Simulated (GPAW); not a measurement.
# Nb2COS MXene monolayer in an electric field, part 2 of 2

Wanted: the out-of-plane polarisability of Nb2COS MXene monolayer.

GPAW 26.7.0; GPAW, PAW setups; layer in a repeated cell with vacuum, relaxation of atoms and in-plane cell (the session's first sound run).

So far. Step 5 (In a field): The dipole is now -0.0371 e Å, against -0.0055 in the run without a field. Step 8 (Field on): The dipole is now 0.0274 e Å, against -0.0055 in the run without a field.

### 9. In a field

Level of this step: GPAW, PAW setups; slab in vacuum (GPAW).

The input, run.py:

```python
import json
import numpy as np
from ase import Atoms
from gpaw import GPAW, PW
from gpaw.external import ConstantElectricField

slab = Atoms(
    ['S', 'Nb', 'C', 'Nb', 'O'],
    positions=[
        [-0.00000, 1.83713, 8.00000],
        [1.59100, 0.91856, 9.66956],
        [0.00000, -0.00000, 10.90410],
        [-0.00000, 1.83713, 12.13914],
        [1.59100, 0.91856, 13.18131]],
    cell=[[3.182, -0.0, 0.0], [-1.591, 2.75569, 0.0], [0.0, 0.0, 21.1813]],
    pbc=[True, True, False])

slab.calc = GPAW(mode=PW(500), xc='PBE', kpts={'size': (12, 12, 1), 'gamma': True},
                 occupations={'name': 'fermi-dirac', 'width': 0.05}, nbands='160%',
                 convergence={'density': 1e-05}, maxiter=200,
                 poissonsolver={'dipolelayer': 'xy'},
                 external=ConstantElectricField(0.2, [0, 0, 1]),
                 symmetry={'tolerance': 1e-3}, txt='slab.txt')
result = {}
energy = slab.get_potential_energy()
fermi = slab.calc.get_fermi_level()
v = slab.calc.get_electrostatic_potential().mean((0, 1)) - fermi
n = slab.calc.get_pseudo_density().mean((0, 1))
L = slab.cell[2, 2]
z = np.arange(len(v)) * L / len(v)
low, high = slab.positions[:, 2].min(), slab.positions[:, 2].max()
below, above = np.interp([low - 5.8, high + 5.8], z, v)
slopes = [np.interp(x, z, np.gradient(v, z)) for x in (low - 5.8, high + 5.8)]
eps = np.array([[slab.calc.get_eigenvalues(k, s) for k in range(len(slab.calc.get_ibz_k_points()))]
                for s in range(slab.calc.get_number_of_spins())]) - fermi
top, bottom = eps[eps < 0].max(), eps[eps > 0].min()
dipole = slab.get_dipole_moment()[2]
print(f'energy {energy:.4f} eV, Fermi level {fermi:.4f} eV, dipole {dipole:.5f} e A')
print(f'potential 5.8 A off the faces, from the Fermi level: lower {below:.4f} eV, upper {above:.4f} eV')
print(f'slope of the potential there: lower {slopes[0]:.5f}, upper {slopes[1]:.5f} eV/A')
print(f'nearest levels on the mesh: {top:.4f} and {bottom:.4f} eV')
print('magnetic moment', round(slab.get_magnetic_moment(), 3))
result.update(energy=energy, fermi=fermi, dipole=dipole, below=below, above=above, slopes=slopes, edges=[top, bottom],
              z=z.tolist(), v=v.tolist(), n=n.tolist(), positions=slab.positions.tolist(),
              forces=slab.get_forces(apply_constraint=False).tolist(), moments=slab.get_magnetic_moments().tolist())
json.dump(result, open('result.json', 'w'))
```

Launch:

```console
OMP_NUM_THREADS=1 OPENBLAS_NUM_THREADS=1 python run.py
```

The log of the run:

```text
energy -45.1901 eV, Fermi level 0.0213 eV, dipole 0.05962 e A
potential 5.8 A off the faces, from the Fermi level: lower 6.1945 eV, upper 4.9664 eV
slope of the potential there: lower -0.00088, upper -0.00044 eV/A
nearest levels on the mesh: -0.0312 and 0.0218 eV
magnetic moment 0.0
```

Wall time 2.9 min (1 thread of INTEL XEON PLATINUM 8581C at 2.10GHz (Emerald Rapids), shared host); peak memory 0.56 GiB.

The electrostatic potential energy of an electron (without an applied field's), less the Fermi level, planar mean oscillates, so the rows of the table below give means over windows of 2 Å about each position, cut where the curve ends. Its maxima inside the range that stand out by 2 % of the span (Å: eV): 0.5: 6.20, 8.7: -4.71, 10.5: -8.39, 11.3: -8.79, 12.9: -11.4. Its minima: 8.0: -18.1, 9.6: -22.8, 10.9: -12.3, 12.1: -23.8, 13.1: -12.4.

Table of electrostatic potential energy of an electron (without an applied field's), less the Fermi level, planar mean by z; means over each step:

```csv
z (Å),"electrostatic potential energy of an electron (without an applied field's), less the Fermi level, planar mean (eV)"
0,6.08
2,6.19
4,6.19
6,5.84
8,-7.37
10,-14.4
12,-15.3
14,0.236
16,4.96
18,4.97
20,4.98
```

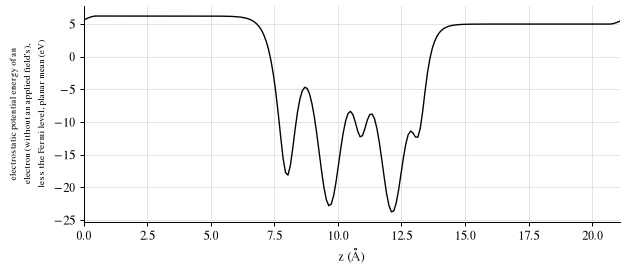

Electrostatic potential energy of an electron (without an applied field's), less the Fermi level, planar mean against z.

The dipole is now 0.0596 e Å, against -0.0055 in the run without a field.

### 10. In a field

run.py, as its differences from that of step 9:

```diff
@@ -21,3 +21,3 @@
                  poissonsolver={'dipolelayer': 'xy'},
-                 external=ConstantElectricField(0.2, [0, 0, 1]),
+                 external=ConstantElectricField(0.3, [0, 0, 1]),
                  symmetry={'tolerance': 1e-3}, txt='slab.txt')
```

The log of the run:

```text
energy -45.1977 eV, Fermi level 0.0037 eV, dipole 0.09189 e A
potential 5.8 A off the faces, from the Fermi level: lower 6.5535 eV, upper 4.6597 eV
slope of the potential there: lower -0.00088, upper -0.00044 eV/A
nearest levels on the mesh: -0.0302 and 0.0213 eV
magnetic moment 0.0
```

Run time: 2.9 min. Hardware: 1 thread; peak memory 0.56 GiB.

The dipole is now 0.0919 e Å, against -0.0055 in the run without a field.

### 11. The series

The members are put on one axis.

This step: induced dipole against applied field (GPAW 26.7.0).

Dipole along the normal against field:

```csv
field (V/Å),dipole along the normal (e·Å)
-0.200,-0.0692
-0.100,-0.0371
-0.050,-0.0210
0.000,-0.00548
0.050,0.0113
0.100,0.0274
0.200,0.0596
0.300,0.0919
```

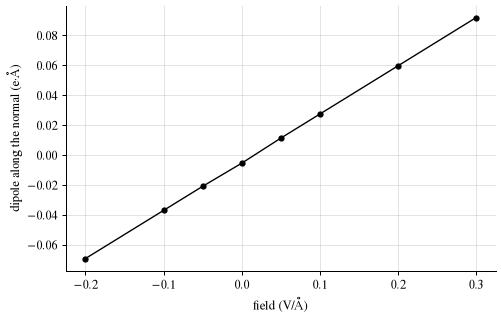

Dipole along the normal, plotted against field.

### 12. A changed run

One more run, with changed settings.

This step: GPAW, PAW setups; slab in vacuum (GPAW 26.7.0).

run.py, as its differences from that of step 10:

```diff
@@ -4,3 +4,2 @@
 from gpaw import GPAW, PW
-from gpaw.external import ConstantElectricField
 
@@ -17,7 +16,6 @@
 
-slab.calc = GPAW(mode=PW(500), xc='PBE', kpts={'size': (12, 12, 1), 'gamma': True},
+slab.calc = GPAW(mode=PW(100), xc='PBE', kpts={'size': (12, 12, 1), 'gamma': True},
                  occupations={'name': 'fermi-dirac', 'width': 0.05}, nbands='160%',
-                 convergence={'density': 1e-05}, maxiter=200,
+                 convergence={'density': 1e-05}, maxiter=75,
                  poissonsolver={'dipolelayer': 'xy'},
-                 external=ConstantElectricField(0.3, [0, 0, 1]),
                  symmetry={'tolerance': 1e-3}, txt='slab.txt')
```

The log of the run:

```text
energy 43.5796 eV, Fermi level 0.5217 eV, dipole 0.00651 e A
potential 5.8 A off the faces, from the Fermi level: lower 6.4282 eV, upper 5.3022 eV
slope of the potential there: lower -0.11855, upper -0.00988 eV/A
nearest levels on the mesh: -0.1585 and 0.0172 eV
magnetic moment 0.0
```

Elapsed: 12 s, on 1 thread; peak memory 0.14 GiB.

The run finished. A setting was moved off its sound value on purpose, so it serves as a test and not as the result.

The fault put into the input: a cutoff far too low (ecut = 100).

The two runs compared:

```csv
quantity,this run,sound run,difference
dipole along the normal (e·Å),0.0065076,-0.0054843,0.0120
```

### 13. Results

```
work function, upper and lower face            : 5.582 and 5.480 eV
dipole along the normal                        : -0.00548 e Å
induced dipole per field                       : 0.322 e Å per V/Å
out-of-plane polarisability per area, α/(ε0 A) : 6.65 Å
```

What this shows: The field induces 0.322 e Å per V/Å, a polarisable thickness α/(ε0 A) of 6.65 Å beside 5.18 Å between the outermost nuclei. A perfect conductor would give the distance between its two image planes; a dielectric of thickness t gives t(1 - 1/ε). The two faces differ by 0.10 eV, the step that the slab's dipole makes (e p/(ε0 A) gives 0.11 eV), so the dipole layer is needed. The induced dipole is linear in the field over this range. The relaxation of atoms and cell ran in a fully periodic cell without the dipole layer, so the atoms of this polar layer felt a small spurious field. The layer's cell and atoms come from the relaxation; spin-orbit coupling and temperature are left out.

[Logs are printed without paths, hosts, clocks, repeated set-up lines and the standing remarks that a program may print on its own settings, such as how far it seeks lower states.]

[Hosts, paths, dates, database ids (printed as entryN), source tags and the programs' standing remarks are cut or masked in the printed files.]
